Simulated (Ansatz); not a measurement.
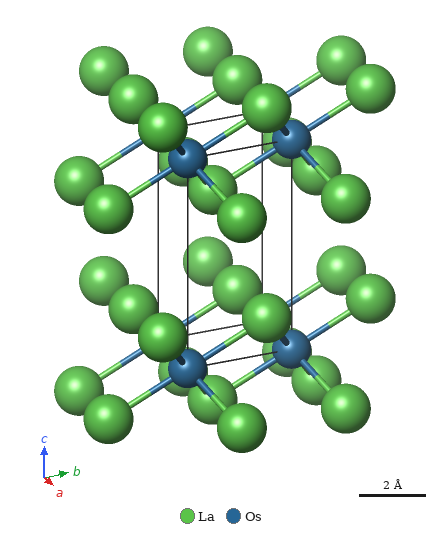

View slightly off an axis, drawn as a ball-and-stick model. Thin lines show the conventional unit cell, with boundary atoms drawn in all their periodic places. The first bonded neighbours in the surrounding cells are also shown.

La2Os, space group P-3m1 (No. 164), a = 4.256 Å, b = 4.256 Å, c = 6.515 Å, α = 90.00°, β = 90.00°, γ = 120.00°. It derives from a structure type filled with these elements by a generator (whether the compound takes this form wasn't checked). Earlier steps of the study may have refined or changed the cell and positions. It was run through Ansatz as a DFT input.

This one geometry was computed with Ansatz (DFT, plane waves, PAW) at three levels of theory: r2SCAN, PBE and LDA.

### Which level gives the highest pressure at this volume, and what does that say about its equilibrium volume?

Highest: PBE (0.0 GPa), which points to the largest equilibrium volume. Lowest, with the smallest volume: LDA (-4.3 GPa). Levels within 0.5 GPa of each other can't be told apart.

### How does the band gap change with the level of theory?

All levels give a metal.

### Collect the results in a table.

| level | cutoff (eV) | k-mesh of the run's cell | gap (eV) | pressure (GPa) |
| --- | --- | --- | --- | --- |
| r2SCAN | 500 | 12×12×8 | metal | -0.7 |
| PBE | 420 | 12×12×8 | metal | 0.0 |
| LDA | 420 | 12×12×8 | metal | -4.3 |

Gaps are taken on the k-mesh or band path of each run.
